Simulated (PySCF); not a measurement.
# CH₅F₃N₂Si₂: runs on many settings, part 2 of 2

PySCF 2.14.0. Atoms count from 0.

### 5 J couplings: BLYP/pcseg-1

The job: settings as JSON, then the geometry in Å.

```
{"job": {"kind": "j", "xc": "BLYP", "basis": "pcseg-1", "scf": {"guess": "random", "max_cycle": 83}}, "charge": 0, "multiplicity": 1}
F      1.733059     1.311123    -1.178915
C      1.992786     0.325560    -0.301687
F      2.777194    -0.558670    -0.956581
F      2.783835     0.871385     0.648257
Si     0.419416    -0.514758     0.450772
N     -0.757192     0.622983     0.997624
Si    -2.023595     0.141155    -0.113378
N     -0.769076    -0.912386    -0.735924
H      0.900801    -1.544674     1.361624
H     -0.754343     1.267587     1.764940
H     -3.092540    -0.597365     0.546914
H     -2.435810     1.187777    -1.035660
H     -0.778922    -1.599231    -1.465713
```

Level: BLYP/pcseg-1 indirect spin-spin coupling, non-relativistic, gas phase.

The program printed:

```text
start from random orthonormal orbitals
final grid: 118720 points
cycle   1  E = -991.4227888751  dE = -5.679e+02  |g| = 9.416e+00  |ddm| = 1.219e+02
cycle   2  E = -853.5719234656  dE =  1.379e+02  |g| = 1.044e+01  |ddm| = 9.784e+01
cycle   3  E = -910.5870317234  dE = -5.702e+01  |g| = 1.269e+01  |ddm| = 9.960e+01
cycle   4  E = -971.7333166920  dE = -6.115e+01  |g| = 1.056e+01  |ddm| = 1.486e+01
cycle   5  E = -994.3994114893  dE = -2.267e+01  |g| = 8.112e+00  |ddm| = 9.712e+00
cycle   6  E = -1005.7846477527  dE = -1.139e+01  |g| = 7.149e+00  |ddm| = 9.919e+00
cycle   7  E = -1009.8765764014  dE = -4.092e+00  |g| = 6.086e+00  |ddm| = 9.217e+00
cycle   8  E = -1027.7432293363  dE = -1.787e+01  |g| = 2.454e+00  |ddm| = 1.568e+01
cycle   9  E = -1024.7470328922  dE =  2.996e+00  |g| = 3.671e+00  |ddm| = 5.189e+00
cycle  10  E = -1028.8913565561  dE = -4.144e+00  |g| = 7.038e-01  |ddm| = 4.453e+00
cycle  11  E = -1028.9604202461  dE = -6.906e-02  |g| = 6.419e-01  |ddm| = 1.445e+00
cycle  12  E = -1029.0215757218  dE = -6.116e-02  |g| = 2.283e-01  |ddm| = 5.282e-01
cycle  13  E = -1029.0307721000  dE = -9.196e-03  |g| = 5.295e-02  |ddm| = 2.355e-01
cycle  14  E = -1029.0313151396  dE = -5.430e-04  |g| = 2.074e-02  |ddm| = 5.860e-02
cycle  15  E = -1029.0313965193  dE = -8.138e-05  |g| = 7.319e-03  |ddm| = 2.610e-02
cycle  16  E = -1029.0314073096  dE = -1.079e-05  |g| = 2.432e-03  |ddm| = 8.326e-03
cycle  17  E = -1029.0314082655  dE = -9.560e-07  |g| = 1.040e-03  |ddm| = 2.808e-03
cycle  18  E = -1029.0314085109  dE = -2.454e-07  |g| = 1.774e-04  |ddm| = 1.182e-03
cycle  19  E = -1029.0314085134  dE = -2.472e-09  |g| = 1.361e-04  |ddm| = 1.988e-04
cycle  20  E = -1029.0314085163  dE = -2.909e-09  |g| = 4.194e-05  |ddm| = 1.205e-04
cycle  21  E = -1029.0314085165  dE = -2.606e-10  |g| = 2.248e-05  |ddm| = 4.113e-05
converged SCF energy = -1029.0314085165

Indirect spin-spin couplings (Hz)
  i      j    bonds     total        FC       PSO       DSO        SD
  0 F    1 C    1   -342.164  -315.329   -35.079     1.504     6.740
  0 F    2 F    2    111.321    75.733   -17.838    -0.001    53.427
  0 F    3 F    2    111.140    75.678   -17.986    -0.001    53.449
  0 F    4 Si   2    -54.998   -50.581    -1.393    -0.083    -2.940
  0 F    5 N    3      0.473     0.404     0.073    -0.047     0.043
  0 F    6 Si   4     -0.736    -0.905     0.145     0.009     0.015
  0 F    7 N    3      0.491     0.419     0.076    -0.048     0.043
  0 F    8 H    3     14.283    14.577     1.147    -1.684     0.243
  0 F   10 H    5     -0.762    -0.047     0.340    -1.033    -0.021
  1 C    2 F    1   -328.502  -307.587   -30.622     1.481     8.225
  1 C    3 F    1   -328.725  -307.767   -30.645     1.481     8.206
  1 C    4 Si   1   -122.201  -120.581     0.194    -0.232    -1.583
  1 C    5 N    2     -2.673    -2.654     0.053    -0.024    -0.048
  1 C    6 Si   3     -1.848    -1.889     0.011     0.013     0.018
  1 C    7 N    2     -2.663    -2.645     0.053    -0.024    -0.048
  1 C    8 H    2     29.993    29.885    -0.094     0.202         -
  1 C    9 H    3     -0.690    -0.705     0.009     0.006         -
  1 C   10 H    4      3.823     3.991     0.084    -0.252         -
  1 C   11 H    4     -0.641    -0.606    -0.002    -0.032         -
  1 C   12 H    3     -0.691    -0.705     0.010     0.004         -
  2 F    3 F    2    148.908    86.538     1.586    -0.018    60.803
  2 F    4 Si   2    -70.774   -68.966    -0.957    -0.100    -0.752
  2 F    5 N    3     -3.175    -3.002     0.247     0.119    -0.538
  2 F    6 Si   4     -0.347    -0.402    -0.289     0.180     0.165
  2 F    7 N    3      0.807     0.628     0.101    -0.015     0.093
  2 F    8 H    3     -2.435    -2.928     0.604     0.182    -0.293
  2 F    9 H    4     -1.301    -0.606     0.579    -1.341     0.067
  2 F   10 H    5      0.316     0.798     0.488    -0.981     0.012
  2 F   11 H    5     -0.385    -0.082     0.437    -0.693    -0.047
  3 F    4 Si   2    -70.641   -68.867    -0.908    -0.099    -0.766
  3 F    5 N    3      0.815     0.639     0.100    -0.015     0.092
  3 F    6 Si   4     -0.334    -0.392    -0.286     0.180     0.165
  3 F    7 N    3     -3.164    -2.993     0.246     0.119    -0.536
  3 F    8 H    3     -2.338    -2.831     0.608     0.175    -0.291
  3 F   10 H    5      0.314     0.796     0.487    -0.981     0.012
  3 F   11 H    5     -0.384    -0.082     0.435    -0.689    -0.047
  3 F   12 H    4     -1.294    -0.600     0.581    -1.343     0.068
  4 Si   5 N    1     18.427    20.365    -2.180     0.066     0.175
  4 Si   6 Si   2      0.429     0.590    -0.479     0.005     0.313
  4 Si   7 N    1     18.403    20.345    -2.181     0.066     0.173
  4 Si   8 H    1   -247.446  -247.371     1.207    -0.522    -0.760
  4 Si   9 H    2     -3.027    -3.615     0.508     0.324    -0.243
  4 Si  10 H    3     -1.428    -1.840     0.149     0.206     0.056
  4 Si  11 H    3     -3.654    -4.126     0.151     0.270     0.051
  4 Si  12 H    2     -3.011    -3.598     0.507     0.324    -0.244
  5 N    6 Si   1     15.337    16.639    -1.623     0.055     0.267
  5 N    7 N    2      6.385     6.517    -0.175     0.011     0.033
  5 N    8 H    2     -3.129    -3.262     0.015     0.115     0.002
  5 N    9 H    1    -81.263   -77.759    -2.527    -0.475    -0.501
  5 N   10 H    2     -2.751    -2.830    -0.001     0.083    -0.003
  5 N   11 H    2     -3.231    -3.309    -0.008     0.089    -0.004
  5 N   12 H    3     -9.305    -9.444    -0.145     0.272     0.012
  6 Si   7 N    1     15.333    16.632    -1.622     0.055     0.268
  6 Si   8 H    3     -1.501    -1.966     0.126     0.291     0.048
  6 Si   9 H    2     -2.704    -3.125     0.335     0.381    -0.295
  6 Si  10 H    1   -230.913  -230.955     1.168    -0.353    -0.774
  6 Si  11 H    1   -237.748  -237.745     1.149    -0.353    -0.800
  6 Si  12 H    2     -2.708    -3.129     0.335     0.381    -0.295
  7 N    8 H    2     -3.142    -3.275     0.015     0.116     0.002
  7 N    9 H    3     -9.301    -9.440    -0.145     0.272     0.012
  7 N   10 H    2     -2.759    -2.839    -0.001     0.083    -0.003
  7 N   11 H    2     -3.220    -3.297    -0.008     0.089    -0.004
  7 N   12 H    1    -81.242   -77.742    -2.524    -0.475    -0.501
  8 H    9 H    3     -1.279    -0.626     0.553    -1.206         -
  8 H   10 H    4     -1.058    -0.620     0.166    -0.604         -
  8 H   11 H    4      2.924     4.246     0.614    -1.936         -
  8 H   12 H    3     -1.278    -0.625     0.552    -1.205         -
  9 H   10 H    3     -1.169    -0.563     0.661    -1.268         -
  9 H   11 H    3     -1.271    -0.618     0.673    -1.325         -
  9 H   12 H    4      7.376     8.589     1.788    -3.001         -
 10 H   11 H    2     35.104    37.038     0.547    -2.481         -
 10 H   12 H    3     -1.159    -0.558     0.656    -1.257         -
 11 H   12 H    3     -1.279    -0.621     0.676    -1.334         -
```

Wall time 1.7 min (1 thread of Intel Xeon at 2.50GHz, shared host); peak memory 0.51 GiB.

Despite a poor start guess, the SCF converged in 21 cycles.

The basis is not made for couplings: without tight functions at the nuclei these values are rough.

Couplings of 1 Hz or more, nine at most for each number of bonds, with means over like pairs (isotopes 13C, 19F, 1H, 15N, 29Si):

```csv
pair,bonds,J (Hz),Fermi contact (Hz),dihedral (°)
F0–C1,1,-333.1,-310.2,–
Si4–H8,1,-247.4,-247.4,–
Si6–H11,1,-237.7,-237.7,–
Si6–H10,1,-230.9,-231.0,–
C1–Si4,1,-122.2,-120.6,–
N5–H9,1,-81.3,-77.8,–
Si4–N5,1,18.4,20.4,–
N5–Si6,1,15.3,16.6,–
F0–F2,2,123.8,79.3,–
F0–Si4,2,-65.5,-62.8,–
H10–H11,2,35.1,37.0,–
C1–H8,2,30.0,29.9,–
N5–N7,2,6.4,6.5,–
N5–H11,2,-3.2,-3.3,–
N5–H8,2,-3.1,-3.3,–
Si4–H9,2,-3.0,-3.6,–
N5–H10,2,-2.8,-2.8,–
N5–H12,3,-9.3,-9.4,–
Si4–H11,3,-3.7,-4.1,–
F0–H8,3,3.2,2.9,–
C1–Si6,3,-1.8,-1.9,–
Si6–H8,3,-1.5,-2.0,–
Si4–H10,3,-1.4,-1.8,–
H8–H9,3,-1.3,-0.6,57
H9–H11,3,-1.3,-0.6,69
H9–H10,3,-1.2,-0.6,-67
H9–H12,4,7.4,8.6,–
C1–H10,4,3.8,4.0,–
H8–H11,4,2.9,4.2,–
H8–H10,4,-1.1,-0.6,–
```

The spin-dipole term was solved for some atoms only; pairs without it lack that part.

Quadrupole couplings from the field gradients of the same density:

```csv
atom,isotope,eQq/h (MHz),η
N7,14N,-3.784,0.29
N5,14N,-3.783,0.29
```

Joined with the shifts from before (PBE0/pcSseg-1, scaled to CDCl3 for protons on carbon, raw for the others), the couplings predict the line list below for 400 MHz.

1H NMR δ 5.87 (m, 1H), 5.83 (m, 1H), 5.56 (qdd, J = 3.2, 2.9, 1.1 Hz, 1H), 0.04 (br s, 2H).

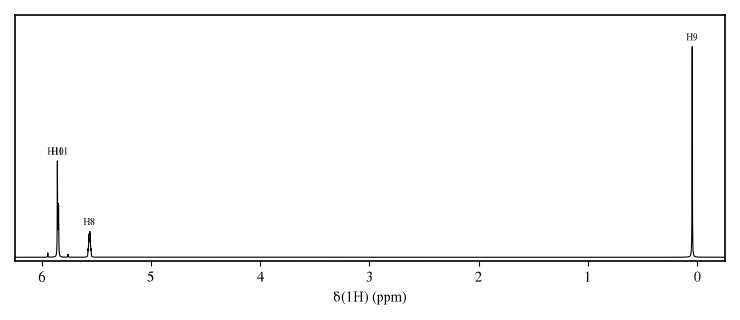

Simulated proton spectrum at 400 MHz, by exact diagonalisation of each spin system; lines 1.2 Hz wide, exchangeable protons uncoupled.

### 6 NMR shieldings: PBE0/aug-cc-pVDZ

The job, as its differences from that of step 5:

```diff
@@ -1,2 +1,2 @@
-{"job": {"kind": "j", "xc": "BLYP", "basis": "pcseg-1", "scf": {"guess": "random", "max_cycle": 83}}, "charge": 0, "multiplicity": 1}
+{"job": {"kind": "nmr", "xc": "PBE0", "basis": "aug-cc-pVDZ", "pop": true, "gauge": [10, 10, 10], "scf": {"max_cycle": 61}}, "charge": 0, "multiplicity": 1}
 F      1.733059     1.311123    -1.178915
```

With the program's defaults for keys left out, this is: common gauge origin PBE0/aug-cc-pVDZ NMR shielding, non-relativistic, gas phase.

The program printed:

```text
final grid: 118720 points
cycle   1  E = -1028.3898375380  dE =  1.280e+00  |g| = 9.747e-01  |ddm| = 7.816e+00
cycle   2  E = -1028.1290970232  dE =  2.607e-01  |g| = 1.522e+00  |ddm| = 3.298e+00
cycle   3  E = -1028.5718362908  dE = -4.427e-01  |g| = 5.313e-02  |ddm| = 2.017e+00
cycle   4  E = -1028.5722477069  dE = -4.114e-04  |g| = 4.055e-02  |ddm| = 2.076e-01
cycle   5  E = -1028.5725734657  dE = -3.258e-04  |g| = 8.664e-03  |ddm| = 6.381e-02
cycle   6  E = -1028.5725869377  dE = -1.347e-05  |g| = 1.843e-03  |ddm| = 1.692e-02
cycle   7  E = -1028.5725877619  dE = -8.242e-07  |g| = 3.613e-04  |ddm| = 4.613e-03
cycle   8  E = -1028.5725877783  dE = -1.639e-08  |g| = 2.242e-04  |ddm| = 7.477e-04
cycle   9  E = -1028.5725877872  dE = -8.912e-09  |g| = 2.534e-05  |ddm| = 3.149e-04
cycle  10  E = -1028.5725877874  dE = -1.437e-10  |g| = 6.361e-06  |ddm| = 6.867e-05
converged SCF energy = -1028.5725877874

GIAO shielding tensors (ppm)
atom      isotropic    diamagn.    paramagn.     s11        s22        s33       span
  0 F      363.933     663.559    -299.627   -155.107    312.556    934.349   1089.457
  1 C      285.055     665.488    -380.433     68.131    359.346    427.687    359.556
  2 F      143.497     185.888     -42.391   -362.844     23.093    770.243   1133.088
  3 F      937.956    1896.492    -958.536    362.861   1130.266   1320.740    957.878
  4 Si     675.140    1203.295    -528.155    342.791    740.137    942.492    599.701
  5 N      903.622    1325.745    -422.123    234.037   1167.909   1308.920   1074.883
  6 Si     131.562     364.273    -232.711   -170.608    -50.682    615.974    786.582
  7 N     -320.145    -688.040     367.895   -790.370   -647.251    477.187   1267.557
  8 H      161.937     234.721     -72.784   -582.384    209.652    858.542   1440.926
  9 H      659.656    1557.878    -898.222    -71.399    946.389   1103.978   1175.377
 10 H     -493.609    -898.285     404.676  -1094.799   -772.810    386.782   1481.581
 11 H     -184.252    -403.271     219.020   -853.077   -314.454    614.777   1467.854
 12 H     -651.125   -1806.266    1155.141  -1146.032   -986.562    179.219   1325.251
```

Wall time 69 s (1 thread of Intel Xeon at 2.50GHz, shared host); peak memory 0.9 GiB.

It converged, yet the result is unsound: a common gauge origin replaces GIAOs, so the shieldings depend on where the origin lies. Its shieldings differ from those of step 2 (PBE0/pcSseg-1) by up to 683 ppm (H12).

### 7 Run by run: NMR shifts

Shifts (ppm) of some atoms, chosen among heavy atoms and hydrogens apart, means over like atoms, with basis size and wall time:

```csv
run,C1,H10,H11,F0,Si6,Si4,N5,functions,time
PBE0/pcSseg-1,135.8,5.87,5.83,-87.1,-13.1,-25.1,17.0,175,58 s
WP04/pcSseg-1,141.4,5.03,5.00,-87.0,-29.7,-41.4,11.0,175,66 s
```

### 8 What came out

The summary covers parts 1 to 2.

| quantity | value |
| --- | --- |
| 13C shifts against TMS (PBE0/pcSseg-1) | 135.8 ppm |
| 1H shifts against TMS (PBE0/pcSseg-1, means over atoms taken as alike) | 5.87, 5.83, 5.56, 0.04 ppm |
| 19F shifts against CFCl3 (PBE0/pcSseg-1, means over atoms taken as alike) | -87.1 ppm |
| 29Si shifts against TMS (PBE0/pcSseg-1) | -13.1, -25.1 ppm |
| 15N shifts against NH3 (PBE0/pcSseg-1, means over atoms taken as alike) | 17.0 ppm |
| lowest singlet (PBE0/def2-SVPD) | 5.35 eV (232 nm), f = 0.018 |
| lowest triplet | 5.11 eV |
| largest coupling of the table (BLYP/pcseg-1) | 1J(F,C) F0–C1, -333.1 Hz |
| range of the shift of Si6 | -29.7 to -13.1 ppm |
| property runs in this session | 5, of which 0 failed and 1 gave unsound results |

What this shows: Single values in the summary come from the first run of each kind that ended normally (PBE0/pcSseg-1; PBE0/def2-SVPD; BLYP/pcseg-1), which need not be the best level. At PBE0/pcSseg-1: The widest tensor belongs to F0, F2, F3: span 186 ppm, with a paramagnetic part of -216 ppm. The lowest singlet, at 5.35 eV, is HOMO→LUMO 0.99 and is weak. The lowest triplet lies 0.24 eV below the lowest singlet (triplets in Tamm-Dancoff, singlets in full TDDFT). In the run at BLYP/pcseg-1, the largest coupling of the table is F0–C1 (mean over like pairs), -333.1 Hz, of which the Fermi-contact term gives -310.2 Hz. Couplings across rotatable bonds belong to this one conformer; where others are populated, the observed values are averages. Density functionals describe couplings to fluorine poorly, F–F couplings above all, so those rows are rough. Across the 2 runs the shift of Si6 moves most, between -29.7 (WP04/pcSseg-1) and -13.1 ppm (PBE0/pcSseg-1). Most of that comes from the computed reference, not from the atom's own shielding. Couplings from bases without tight functions are rough.
